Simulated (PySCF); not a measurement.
# C₄H₈OSi (SMILES C=COC(=C)[SiH3]): what the fields show

```yaml
atoms:
  - { symbol: C, position_ang: [2.7020, -0.8124, 0.1835] }
  - { symbol: C, position_ang: [1.5769, -0.1629, 0.4338] }
  - { symbol: O, position_ang: [0.3932, -0.5381, -0.1172] }
  - { symbol: C, position_ang: [-0.6690, 0.3297, -0.1368] }
  - { symbol: C, position_ang: [-0.5747, 1.6506, -0.0305] }
  - { symbol: Si, position_ang: [-2.2616, -0.6646, -0.3752] }
  - { symbol: H, position_ang: [2.7314, -1.6347, -0.5084] }
  - { symbol: H, position_ang: [3.6159, -0.5369, 0.6745] }
  - { symbol: H, position_ang: [1.5325, 0.6692, 1.1289] }
  - { symbol: H, position_ang: [-1.4668, 2.2478, -0.0629] }
  - { symbol: H, position_ang: [0.3567, 2.1845, 0.0737] }
  - { symbol: H, position_ang: [-2.3877, -1.5927, 0.7495] }
  - { symbol: H, position_ang: [-2.1596, -1.4064, -1.6308] }
  - { symbol: H, position_ang: [-3.3899, 0.2665, -0.4042] }
```

Geometry: GFN2-xTB.

Theory: PySCF 2.14.0, PBE0/pcSseg-1, SCF density, gas phase, non-relativistic.

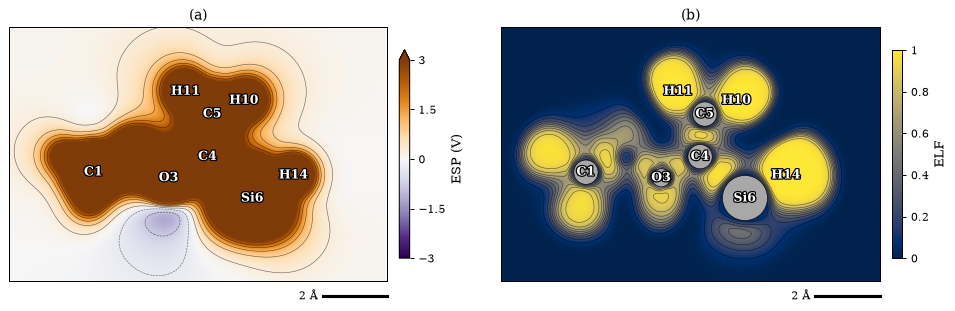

Figure 1. (a) electrostatic potential; (b) electron localisation function on the plane of atoms C4, C5 and H10. Grey discs cover the atomic cores in the ELF map.

Interpret the plot.

Answer. Atoms in the plane: C, O, Si and H. C–C (1.33 Å): the ELF peaks at about 0.95 between the atoms: a multiple bond. C–O (1.37 Å): the ELF peaks at about 0.90 between the atoms (a shared but strongly polarised pair). C–Si (1.89 Å): the ELF peaks at about 1 between the atoms; localised, covalent bonding. C–H (1.07 Å): the ELF climbs to about 1 towards the hydrogen, as it does in any bond to H; an ordinary covalent bond to hydrogen. Si–H (1.46 Å): the ELF climbs to about 1 towards the hydrogen. The ELF also peaks beside O3, away from the bonds: lone-pair regions. Outside the dense part of the molecule the potential is most negative (−1.2 V) near O3.

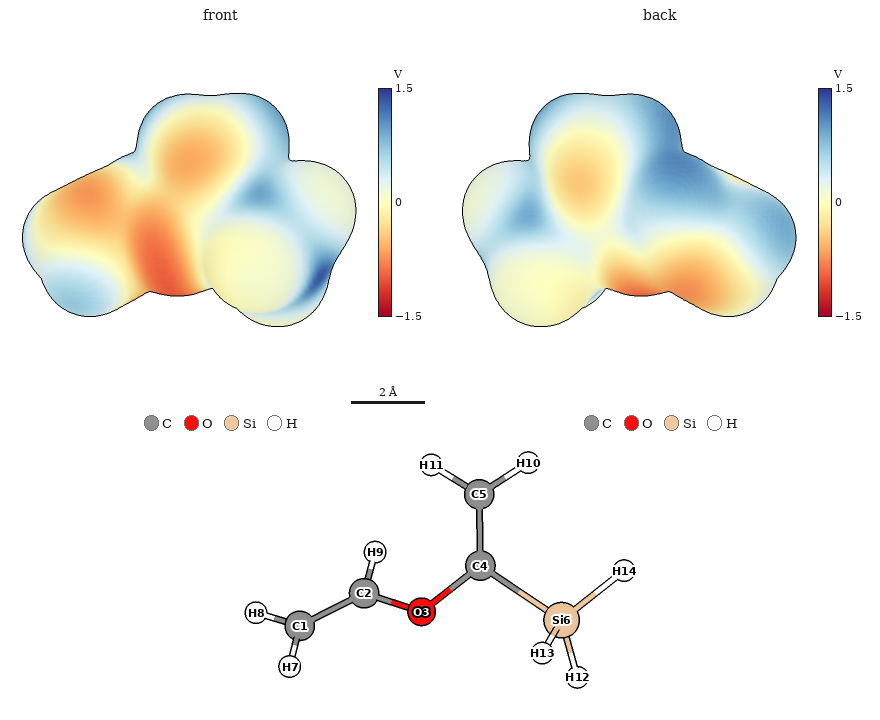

Figure 2. The molecular electrostatic potential painted on the density surface at 0.002 e/bohr³, seen from the front and from behind; the colour scale runs from red (negative) to blue (positive). The bare structure is drawn below in the same view.

Which sites attract a positive test charge, and which a negative one?

Answer. A positive charge is drawn to the negative regions and a negative charge to the positive ones. The most negative region (about −0.9 V) lies over O3, the most positive (about +1.2 V) over Si6.
